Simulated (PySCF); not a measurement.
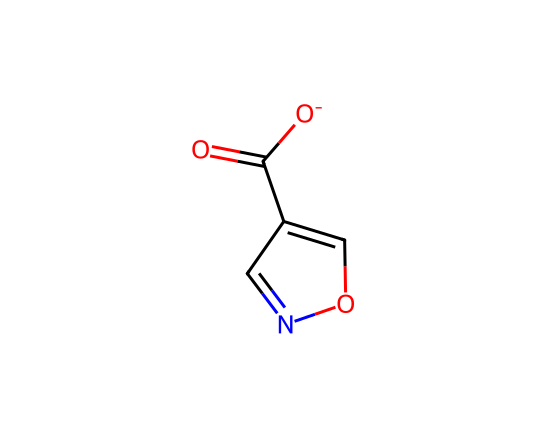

A structural formula. Charge −1, singlet.

Question: Give its SMILES.

Answer: O=C([O-])c1cnoc1

Question: Give the formula, hydrogens included.

Answer: C4H2NO3, charge -1.

Question: An optimisation with PBE0-D3(BJ)/def2-SVP gave a structure of which point group?

Answer: Cs. Other conformers may differ.

More results for the same structure follow; atom numbers are the same in all pictures, views and colours differ. The geometry was computed by an optimisation with PBE0-D3(BJ)/def2-SVP. No frequency run is at hand to confirm it as a minimum.

### Bond orders

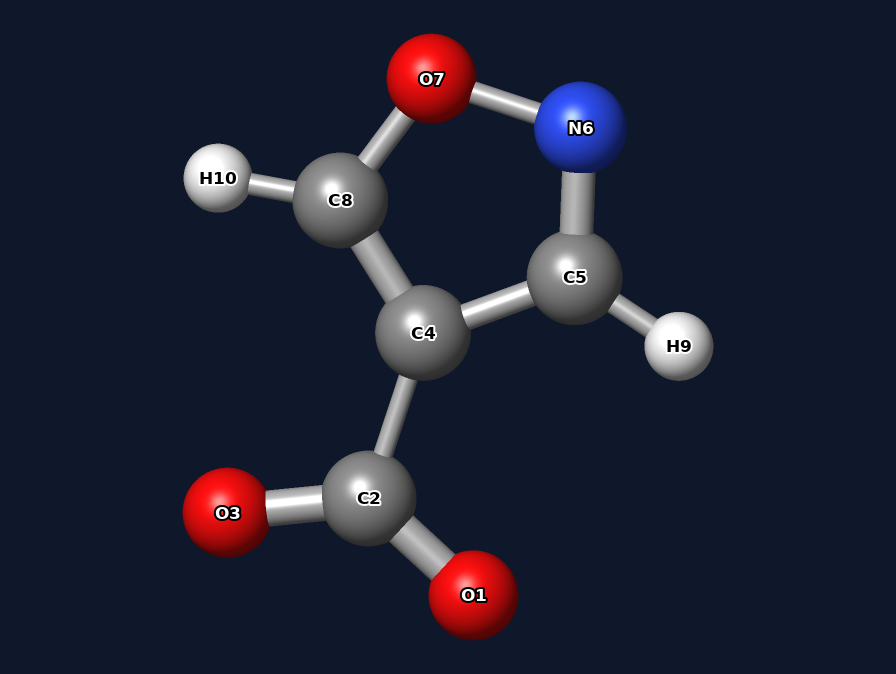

The thickness of each stick grows with its Mayer bond order. No frequency run is at hand to confirm it as a minimum. Level of theory: PBE0/pcSseg-1 in benzene (IEF-PCM) (PySCF 2.14.0).

Question: Which bond has the lowest Mayer bond order?

Answer: C2–C4, 0.82, at 1.536 Å.

List the Mayer bond orders of O1–C2, C2–O3, C2–C4, C4–C5, C4–C8, C5–N6, C5–H9, N6–O7, O7–C8, C8–H10.

```tsv
bond	Mayer order	length (Å)
O1–C2	1.76	1.244
C2–O3	1.77	1.244
C2–C4	0.82	1.536
C4–C5	1.24	1.423
C4–C8	1.56	1.361
C5–N6	1.63	1.310
C5–H9	0.97	1.090
N6–O7	0.98	1.373
O7–C8	1.06	1.344
C8–H10	0.97	1.088
```

### Quadrupole coupling

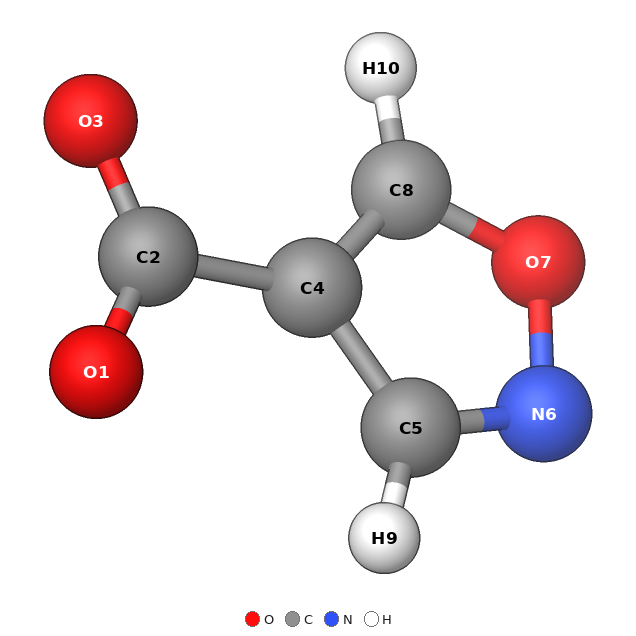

No frequency run is at hand to confirm it as a minimum. Electric field gradients from the ground-state density, PBE0/pcSseg-1 in benzene (IEF-PCM) (PySCF 2.14.0), non-relativistic apart from any core potentials.

Give the largest field-gradient component, the quadrupole coupling constant and the asymmetry for 17O at O1 (Q = −25.6 mb), 17O at O3 (Q = −25.6 mb), 14N at N6 (Q = 20.44 mb), 17O at O7 (Q = −25.6 mb), 2H at H9 (Q = 2.86 mb), 2H at H10 (Q = 2.86 mb).

```tsv
atom	V_zz (a.u.)	e²qQ/h (MHz)	η
O1	−1.416	8.51	0.38
O3	−1.402	8.43	0.42
N6	1.220	5.86	0.89
O7	1.777	−10.69	0.17
H9	0.308	0.207	0.02
H10	0.311	0.209	0.05
```

### Electronic properties

No frequency run is at hand to confirm it as a minimum. Properties computed with CAM-B3LYP/def2-SVPD in benzene (IEF-PCM) (PySCF 2.14.0). Excitations: vertical, linear response.

Question: Give the HOMO energy (Kohn–Sham orbital) at this level.

Answer: −6.44 eV.

Question: Estimate the lowest vertical singlet excitation.

Answer: 5.26 eV.

Question: Estimate the brightest of the 6 lowest singlets.

Answer: 6.27 eV.

Question: What is the mean static polarisability?

Answer: 75.6 bohr³.

### NMR shielding

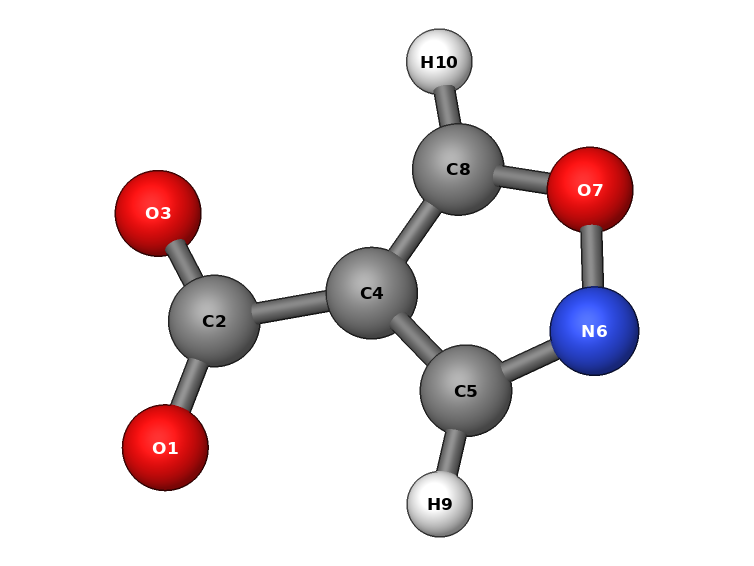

No frequency run is at hand to confirm it as a minimum. Properties computed with GIAO PBE0/pcSseg-1 NMR shielding, non-relativistic, IEF-PCM dimethylsulfoxide (PySCF 2.14.0). Principal shieldings σ11 ≤ σ22 ≤ σ33, span Ω = σ33 − σ11, skew κ = 3(σiso − σ22)/Ω.

Give the shielding tensors of the N atoms.

```csv
atom,σ11,σ22,σ33,σiso,Ω,κ
N6,−325.9,−137.0,55.6,−135.8,381.5,0.01
```

Shieldings and span in ppm.
